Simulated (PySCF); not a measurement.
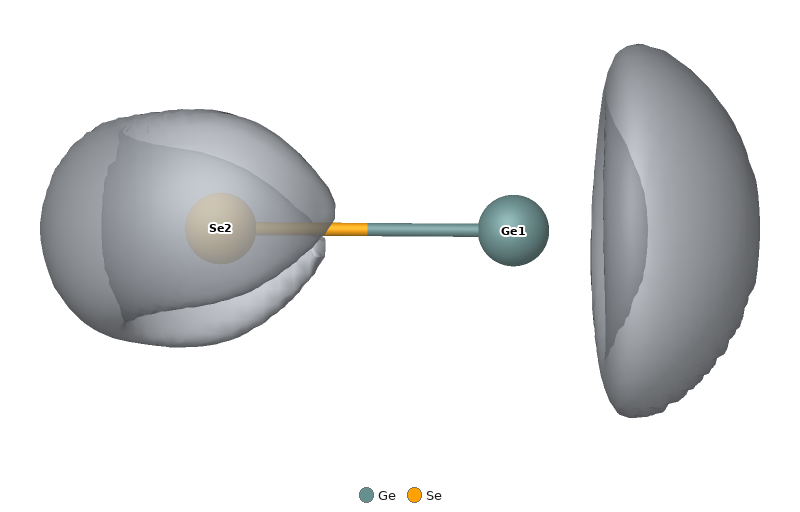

Figure 1: GeSe (charge +1, doublet). Isosurface of the ELF at 0.8 (grey), seen from one side. Core shells and regions of very low density are left out.

Theory: PySCF 2.14.0, PBE0/cc-pVDZ(-PP), non-relativistic Hamiltonian with scalar-relativistic core potentials where named, at a bond length of 2.306 Å.

### Identify the bonds, lone pairs and shells in this picture.

At this value the surface marks out one ring or bowl of non-bonding electrons around Se and one lobe on Ge, pointing away from the bonds (non-bonding electrons). Profiles from the grid: Ge–Se (2.31 Å): the ELF peaks at about 0.75 in the valence shell of Se, 1.0 Å from its nucleus, and is about 0.75 at the midpoint.
